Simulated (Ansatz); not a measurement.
# CH3FO2Si: shape, modes and thermochemistry

Aim: relax CH3FO2Si from a cheap starting geometry, then compute its harmonic vibrations to see whether it is a minimum and to get the zero-point energy and entropy, and look at its orbitals and charge.

Method: RKS PBE0-D4/def2-TZVP; program: Ansatz 0.2.0, Gaussian basis.

The runs, in order: relaxation at PBE-D4/def2-SVP; relaxation at PBE0-D4/def2-TZVP; harmonic vibrations at the same level; a single point in def2-TZVPP for the fields.

**1. Starting geometry**

SMILES `O[SiH]1OC1F`, 8 atoms, charge 0, spin multiplicity 1.

Atoms are counted from 1 here; the program's logs count them from 0.

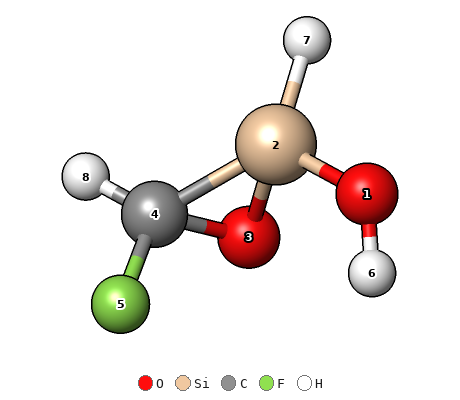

Start geometry, drawn with oxygen red, silicon light orange, carbon grey, fluorine green, hydrogen white; atoms are numbered from 1 in the order of the file.

The start is a force-field geometry with small random shifts, so a cheaper pass at PBE-D4/def2-SVP comes first.

**2. Optimising with PBE-D4/def2-SVP (cheap first pass)**

File in.yaml:

```yaml
crystal:
  periodic: [false, false, false]
  atoms:
    - {symbol: O, position_ang: [-0.418300, 1.415700, 1.139800]}
    - {symbol: Si, position_ang: [0.549700, 0.528600, 0.224200]}
    - {symbol: O, position_ang: [0.134900, -1.054500, 0.477000]}
    - {symbol: C, position_ang: [-0.032000, -0.755600, -0.874500]}
    - {symbol: F, position_ang: [-1.434500, -0.740300, -1.267200]}
    - {symbol: H, position_ang: [-1.281400, 1.021000, 1.394600]}
    - {symbol: H, position_ang: [2.025800, 0.705200, 0.503600]}
    - {symbol: H, position_ang: [0.547900, -1.177200, -1.653500]}
basis:
  gaussian: {orbitals: def2-SVP}
hamiltonian: {xc: pbe, dispersion: d4}
relax: {f_tol: 0.03, max_steps: 200}
```

On the command line:

```console
ansatz run in.yaml --threads 2 --pin off --events-out ev --progress --plain --max-ram 4352MiB
```

The log of the run (excerpt; [...] marks lines left out):

```text
Functional definition: PBE
  name "PBE"
  cite "Perdew, Burke & Ernzerhof, Phys. Rev. Lett. 77, 3865 (1996) doi:10.1103/PhysRevLett.77.3865"
  parent pbe
[...]
962 factors; their error is unknown
[...]
mean field -15753.43871295 eV, -578.9281946365 hartree, gradient 4.1e-5 eV, S^2 0.000000; 0 other end points of the search recorded, 0 dependent functions left out
[...]
reference -15753.43873983 eV, -578.9281956243 hartree; 24, 24 occupied and 65, 65 virtual orbitals, 962 factors
relax step   1: F+E_penalty+E_count = -15753.58989268 eV  Δ(F+E_penalty+E_count) = +0.000e0 eV  max|allowed force component| = 3.255e0 eV/Å  Δτ_max = 0.0000 Å  (27 SCF iters, accepted)
[...]
relax step   4: F+E_penalty+E_count = -15754.20149983 eV  Δ(F+E_penalty+E_count) = -1.405e-2 eV  max|allowed force component| = 1.767e-1 eV/Å  Δτ_max = 0.0606 Å  (29 SCF iters, accepted)
[...]
relax step   7: F+E_penalty+E_count = -15754.20872511 eV  Δ(F+E_penalty+E_count) = -9.436e-4 eV  max|allowed force component| = 6.725e-2 eV/Å  Δτ_max = 0.0428 Å  (29 SCF iters, accepted)
[...]
relax step  10: F+E_penalty+E_count = -15754.20837889 eV  Δ(F+E_penalty+E_count) = +7.445e-4 eV  max|allowed force component| = 2.757e-1 eV/Å  Δτ_max = 0.0084 Å  (31 SCF iters, rejected (line search))
[...]
relax step  11: F+E_penalty+E_count = -15754.20909569 eV  Δ(F+E_penalty+E_count) = +2.770e-5 eV  max|allowed force component| = 5.242e-2 eV/Å  Δτ_max = 0.0042 Å  (32 SCF iters, rejected (line search))
[...]
relax step  12: F+E_penalty+E_count = -15754.20920640 eV  Δ(F+E_penalty+E_count) = -8.301e-5 eV  max|allowed force component| = 5.759e-3 eV/Å  Δτ_max = 0.0020 Å  (23 SCF iters, accepted)
962 factors; their error is unknown
[...]
mean field -15754.06085323 eV, -578.9510578701 hartree, gradient 2.0e-5 eV, S^2 0.000000; 1 other end points of the search recorded, 0 dependent functions left out
[...]
reference -15754.06088046 eV, -578.9510588711 hartree; 24, 24 occupied and 65, 65 virtual orbitals, 962 factors
Total energy: -15754.20923363 eV, -578.9565107495 hartree
Atom 0 at    -0.385243     1.408323     1.270930 Å, force     0.003740     0.000870    -0.000716 eV/Å
Atom 1 at     0.587862     0.416284     0.361327 Å, force    -0.000749    -0.002663     0.004126 eV/Å
Atom 2 at     0.301655    -1.276374     0.362468 Å, force     0.000933     0.003144     0.000484 eV/Å
Atom 3 at    -0.066741    -0.732238    -0.918657 Å, force     0.004511    -0.005681     0.001096 eV/Å
Atom 4 at    -1.428697    -0.758391    -1.132815 Å, force    -0.005759     0.002791    -0.000546 eV/Å
Atom 5 at    -1.342579     1.246121     1.181617 Å, force    -0.003299    -0.000747    -0.000757 eV/Å
Atom 6 at     1.985314     0.860035     0.595832 Å, force    -0.000733     0.000635    -0.001614 eV/Å
Atom 7 at     0.440530    -1.220861    -1.776702 Å, force     0.001357     0.001651    -0.002073 eV/Å
Dipole moment:     0.066960     0.269856    -0.085965 e Å
```

Wall time 20 s (2 threads of Arm Neoverse V1, shared host).

Along the way: (the energy doesn't fall at every step)

```csv
step,energy from step 1 (eV),largest force component (eV/Å)
1,0.0000,3.2546
2,-0.4502,1.5859
3,-0.5976,0.3067
4,-0.6116,0.1767
5,-0.6025,0.5702
6,-0.6179,0.0665
7,-0.6188,0.0673
8,-0.6190,0.0469
9,-0.6192,0.0766
10,-0.6185,0.2757
11,-0.6192,0.0524
12,-0.6193,0.0058
```

Distances of close pairs at the start and the end, largest changes first:

```
  bond  before (Å)  after (Å)  change (Å)
 C4–F5       1.457      1.379      -0.078
Si2–O3       1.656      1.717      +0.061
O1–Si2       1.601      1.661      +0.060
Si2–C4       1.787      1.840      +0.053
 C4–H8       1.059      1.110      +0.051
 O3–C4       1.394      1.440      +0.046
Si2–H7       1.513      1.485      -0.028
 O1–H6       0.983      0.975      -0.008
```

**3. Relaxation at PBE0-D4/def2-TZVP**

File in.yaml:

```yaml
crystal:
  periodic: [false, false, false]
  atoms:
    - {symbol: O, position_ang: [-0.385243, 1.408323, 1.270930]}
    - {symbol: Si, position_ang: [0.587862, 0.416284, 0.361327]}
    - {symbol: O, position_ang: [0.301655, -1.276374, 0.362468]}
    - {symbol: C, position_ang: [-0.066741, -0.732238, -0.918657]}
    - {symbol: F, position_ang: [-1.428697, -0.758391, -1.132815]}
    - {symbol: H, position_ang: [-1.342579, 1.246121, 1.181617]}
    - {symbol: H, position_ang: [1.985314, 0.860035, 0.595832]}
    - {symbol: H, position_ang: [0.440530, -1.220861, -1.776702]}
basis:
  gaussian: {orbitals: def2-TZVP}
hamiltonian: {xc: pbe0, dispersion: d4}
relax: {f_tol: 0.005, max_steps: 150}
```

Launched as before.

The log of the run (excerpt; [...] marks lines left out):

```text
Functional definition: PBE0
  name "PBE0"
  cite "Adamo & Barone, J. Chem. Phys. 110, 6158 (1999) doi:10.1063/1.478522"
  cite "Perdew, Burke & Ernzerhof, Phys. Rev. Lett. 77, 3865 (1996) doi:10.1103/PhysRevLett.77.3865"
  parent pbe
[...]
1038 factors; their error is unknown
[...]
mean field -15767.31909807 eV, -579.4382893813 hartree, gradient 3.3e-5 eV, S^2 0.000000; 0 other end points of the search recorded, 0 dependent functions left out
[...]
reference -15767.31912480 eV, -579.4382903638 hartree; 24, 24 occupied and 155, 155 virtual orbitals, 1038 factors
relax step   1: F+E_penalty+E_count = -15767.44281899 eV  Δ(F+E_penalty+E_count) = +0.000e0 eV  max|allowed force component| = 1.265e0 eV/Å  Δτ_max = 0.0000 Å  (29 SCF iters, accepted)
[...]
reference -15767.40909974 eV, -579.4415968817 hartree; 24, 24 occupied and 155, 155 virtual orbitals, 1038 factors
Total energy: -15767.53357979 eV, -579.4461714390 hartree
Atom 0 at    -0.379000     1.383848     1.230901 Å, force     0.001017    -0.001297     0.000463 eV/Å
Atom 1 at     0.574796     0.391766     0.373581 Å, force    -0.000169     0.001965    -0.001630 eV/Å
Atom 2 at     0.286630    -1.243597     0.371881 Å, force    -0.004158     0.001012     0.003301 eV/Å
Atom 3 at    -0.058542    -0.705150    -0.918990 Å, force     0.000230     0.000262    -0.001809 eV/Å
Atom 4 at    -1.409066    -0.750952    -1.137623 Å, force     0.001708     0.000423    -0.000631 eV/Å
Atom 5 at    -1.326649     1.230274     1.200122 Å, force     0.000400    -0.002958     0.000335 eV/Å
Atom 6 at     1.958141     0.846546     0.564729 Å, force     0.000647     0.000150    -0.001719 eV/Å
Atom 7 at     0.445791    -1.209836    -1.740602 Å, force     0.000323     0.000443     0.001690 eV/Å
Dipole moment:     0.128262     0.281797    -0.045403 e Å
```

It took 35 s on 2 threads of Arm Neoverse V1, shared host.

Relaxation path:

| step | energy from step 1 (eV) | largest force component (eV/Å) |
| --- | --- | --- |
| 1 | 0.0000 | 1.2645 |
| 2 | -0.0617 | 0.8251 |
| 3 | -0.0880 | 0.1677 |
| 4 | -0.0894 | 0.1035 |
| 5 | -0.0903 | 0.0479 |
| 6 | -0.0905 | 0.0491 |
| 7 | -0.0905 | 0.0773 |
| 8 | -0.0907 | 0.0042 |

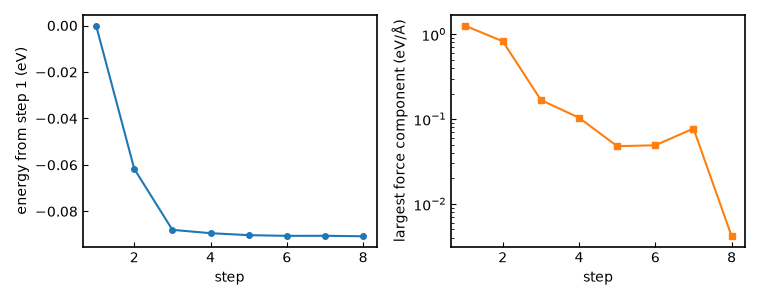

Energy and force, step by step.

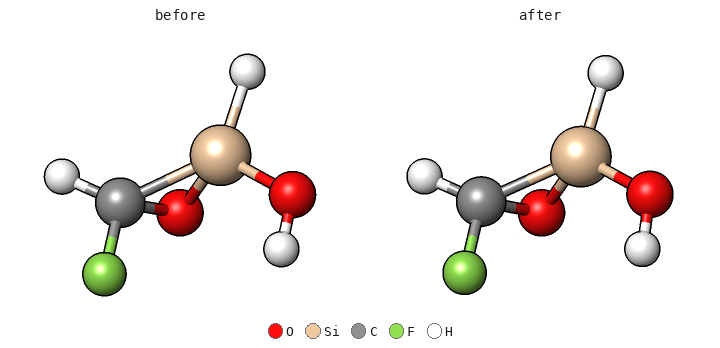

Before and after, at one scale.

Distances of close pairs at the start and the end, largest changes first:

| bond | before (Å) | after (Å) | change (Å) |
| --- | --- | --- | --- |
| Si2–O3 | 1.717 | 1.661 | -0.056 |
| O1–Si2 | 1.661 | 1.621 | -0.039 |
| Si2–C4 | 1.840 | 1.810 | -0.030 |
| C4–H8 | 1.110 | 1.088 | -0.022 |
| Si2–H7 | 1.485 | 1.469 | -0.016 |
| O1–H6 | 0.975 | 0.961 | -0.015 |
| C4–F5 | 1.379 | 1.369 | -0.010 |
| O3–C4 | 1.440 | 1.441 | +0.001 |

Mulliken charges of the relaxed molecule (report file):

```csv
atom,value (e)
O1,-0.51
Si2,0.53
O3,-0.34
C4,0.07
F5,-0.21
H6,0.34
H7,0.00
H8,0.11
```

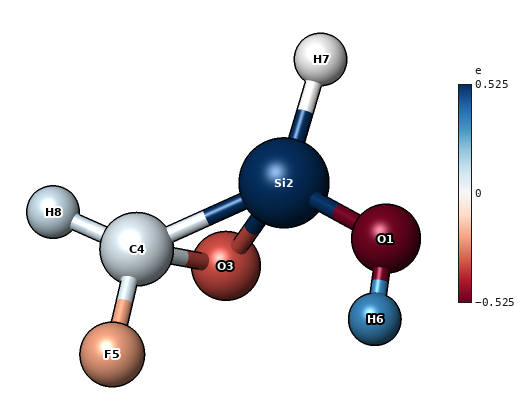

Mulliken charges of the relaxed molecule (report file), as colours on the atoms.

**4. Force constants and modes**

File in.yaml:

```yaml
crystal:
  periodic: [false, false, false]
  atoms:
    - {symbol: O, position_ang: [-0.379000, 1.383848, 1.230901]}
    - {symbol: Si, position_ang: [0.574796, 0.391766, 0.373581]}
    - {symbol: O, position_ang: [0.286630, -1.243597, 0.371881]}
    - {symbol: C, position_ang: [-0.058542, -0.705150, -0.918990]}
    - {symbol: F, position_ang: [-1.409066, -0.750952, -1.137623]}
    - {symbol: H, position_ang: [-1.326649, 1.230274, 1.200122]}
    - {symbol: H, position_ang: [1.958141, 0.846546, 0.564729]}
    - {symbol: H, position_ang: [0.445791, -1.209836, -1.740602]}
basis:
  gaussian: {orbitals: def2-TZVP}
hamiltonian: {xc: pbe0, dispersion: d4}
phonons: {temperatures: {t_min: 298.15, t_max: 900, t_step: 200}}
```

The command is unchanged.

The log of the run (excerpt; [...] marks lines left out):

```text
Functional definition: PBE0
  name "PBE0"
  cite "Adamo & Barone, J. Chem. Phys. 110, 6158 (1999) doi:10.1063/1.478522"
  cite "Perdew, Burke & Ernzerhof, Phys. Rev. Lett. 77, 3865 (1996) doi:10.1103/PhysRevLett.77.3865"
  parent pbe
[...]
1038 factors; their error is unknown
[...]
mean field -15767.40907229 eV, -579.4415958727 hartree, gradient 5.8e-5 eV, S^2 0.000000; 0 other end points of the search recorded, 0 dependent functions left out
[...]
reference -15767.40909869 eV, -579.4415968432 hartree; 24, 24 occupied and 155, 155 virtual orbitals, 1038 factors
[...]
1038 factors; their error is unknown
mean field -15767.40886772 eV, -579.4415883552 hartree, gradient 1.2e-6 eV, S^2 0.000000; 0 other end points of the search recorded, 0 dependent functions left out
[...]
reference -15767.40889413 eV, -579.4415893258 hartree; 24, 24 occupied and 155, 155 virtual orbitals, 1038 factors
[...]
Atom 0 at    -0.379000     1.383848     1.230901 Å, force     0.001026    -0.001295     0.000480 eV/Å
Atom 1 at     0.574796     0.391766     0.373581 Å, force    -0.000170     0.001965    -0.001646 eV/Å
Atom 2 at     0.286630    -1.243597     0.371881 Å, force    -0.004165     0.000999     0.003329 eV/Å
Atom 3 at    -0.058542    -0.705150    -0.918990 Å, force     0.000215     0.000269    -0.001843 eV/Å
Atom 4 at    -1.409066    -0.750952    -1.137623 Å, force     0.001741     0.000409    -0.000628 eV/Å
Atom 5 at    -1.326649     1.230274     1.200122 Å, force     0.000396    -0.002950     0.000335 eV/Å
Atom 6 at     1.958141     0.846546     0.564729 Å, force     0.000640     0.000150    -0.001720 eV/Å
Atom 7 at     0.445791    -1.209836    -1.740602 Å, force     0.000315     0.000453     0.001694 eV/Å
Dipole moment:     0.128262     0.281798    -0.045403 e Å
Vibrations: 138.51 242.15 370.12 395.77 497.39 602.28 722.21 741.48 802.14 886.19 951.75 1048.86 1127.55 1190.72 1351.47 2316.90 3138.46 3897.71 cm⁻¹, zero-point energy 1.265981 eV
```

It took 2.4 min on 2 threads of Arm Neoverse V1, shared host.

Motions are named by where the mode's potential energy lies. Wavenumbers, unscaled:

```
mode  cm⁻¹                     motion
   1   139                       bend
   2   242                       bend
   3   370          torsion with bend
   4   396          bend with torsion
   5   497                       bend
   6   602          bend with torsion
   7   722     bend with Si–O stretch
   8   741         mixed, led by bend
   9   802                       bend
  10   886                       bend
  11   952               Si–O stretch
  12  1049  mixed, led by C–F stretch
  13  1128       C–F and Si–O stretch
  14  1191                       bend
  15  1351                       bend
  16  2317               Si–H stretch
  17  3138                C–H stretch
  18  3898                O–H stretch
```

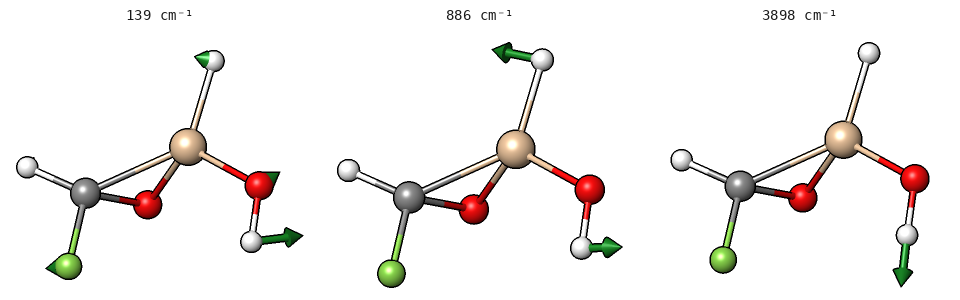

How the atoms move in 3 of the modes.

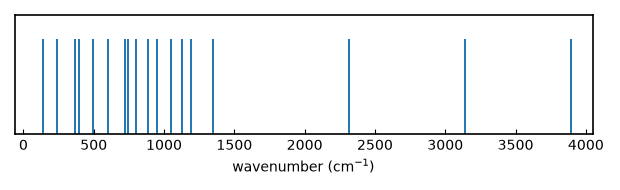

The harmonic wavenumbers as sticks (no intensities were computed).

From these modes and the moments of inertia (298.15 K, 1 bar, symmetry number 1):

```csv
term,value
zero-point energy,122.1 kJ/mol
H(298) − E,139.0 kJ/mol
"entropy, translation",165.5 J/(mol K)
"entropy, rotation",108.7 J/(mol K)
"entropy, vibration",37.6 J/(mol K)
"entropy, total",311.8 J/(mol K)
```

**5. A single point for the fields**

in.yaml: that of step 4 with these lines changed.

```diff
@@ -12,4 +12,4 @@
 basis:
-  gaussian: {orbitals: def2-TZVP}
+  gaussian: {orbitals: def2-TZVPP}
 hamiltonian: {xc: pbe0, dispersion: d4}
-phonons: {temperatures: {t_min: 298.15, t_max: 900, t_step: 200}}
+output: {orbitals: {seedname: orbitals}}
```

Same command.

The log of the run:

```text
Functional definition: PBE0
  name "PBE0"
  cite "Adamo & Barone, J. Chem. Phys. 110, 6158 (1999) doi:10.1063/1.478522"
  cite "Perdew, Burke & Ernzerhof, Phys. Rev. Lett. 77, 3865 (1996) doi:10.1103/PhysRevLett.77.3865"
  parent pbe
  parameter a = 0.25
  parameter kappa = 0.804
  parameter beta = 0.06672455060314922
  exchange = (1 - a)*pbe_x(kappa = kappa, mu = beta*pi^2/3) + a*exact_x
  correlation = pbe_c(beta = beta)
1106 factors; their error is unknown
mean field evaluation 1: about -15760.1453 eV, gradient 6.7e1 eV
mean field evaluation 2: about -15748.5014 eV, gradient 1.0e2 eV
mean field evaluation 4: about -15767.3816 eV, gradient 6.0e0 eV
mean field evaluation 8: about -15767.4698 eV, gradient 3.8e-1 eV
mean field evaluation 16: about -15767.4699 eV, gradient 4.8e-5 eV
mean field -15767.46994136 eV, -579.4438327701 hartree, gradient 4.8e-5 eV, S^2 0.000000; 0 other end points of the search recorded, 0 dependent functions left out
reference -15767.46996802 eV, -579.4438337496 hartree; 24, 24 occupied and 184, 184 virtual orbitals, 1106 factors
Total energy: -15767.59444807 eV, -579.4484083071 hartree
```

Run time: 3.2 s. Hardware: 2 threads of Arm Neoverse V1, shared host.

Orbitals, density, ELF and potential are computed afterwards from the orbital file.

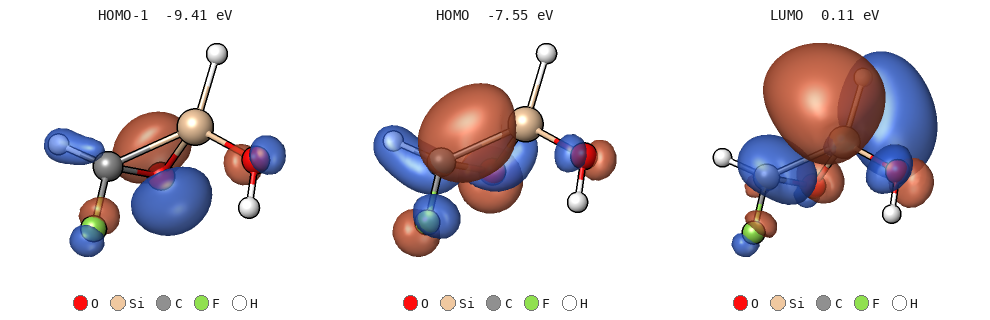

PBE0-D4/def2-TZVPP orbitals near the gap, drawn at the value that encloses 70 % of each; the two colours are the two signs.

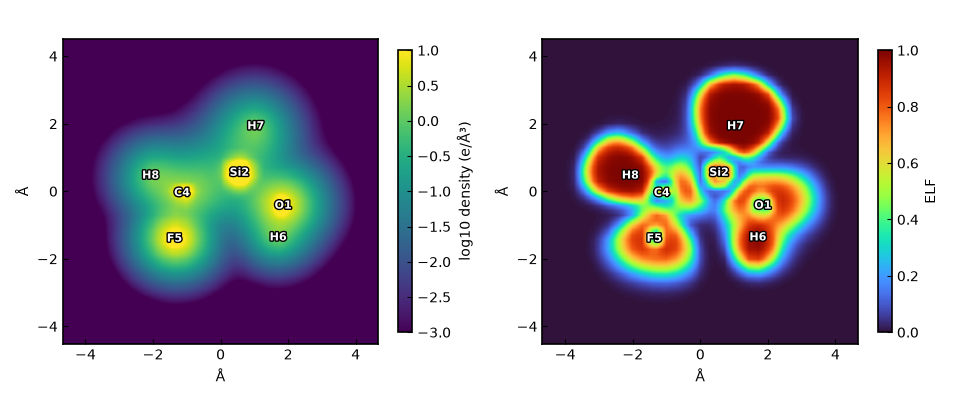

Density (left) and ELF (right) in a plane through or near 7 of the atoms.

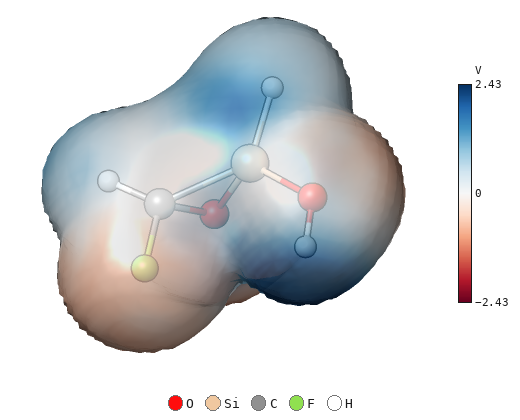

The potential that a unit positive charge feels on the 0.002 e/bohr³ surface, from the 1st to the 99th percentile, from -1.32 V near O3 to 2.43 V near H6.

**6. Summary of results**

```
                  quantity            value
               point group               C1
                     steps           12 + 8
shift from the start (rms)          0.186 Å
              total energy   -15767.5336 eV
           dispersion term         -124 meV
             dipole moment           1.50 D
lowest, highest wavenumber   139, 3898 cm⁻¹
         zero-point energy     122.1 kJ/mol
       entropy at 298.15 K  311.8 J/(mol K)
                HOMO, LUMO   -7.55, 0.11 eV
```

The atoms moved 0.19 Å (rms) from the start; the bond that changed most is C4–F5, from 1.457 to 1.369 Å. All wavenumbers are real, so the end point is a minimum. The stiffest mode, 3898 cm⁻¹, is an O–H stretch. Harmonic hybrid wavenumbers usually lie a few per cent above measured fundamentals. The largest Mulliken charge, +0.53 e, sits on Si2. The HOMO lies mostly on C4 31 %; O3 25 % and the LUMO on Si2 34 %; H7 30 %.
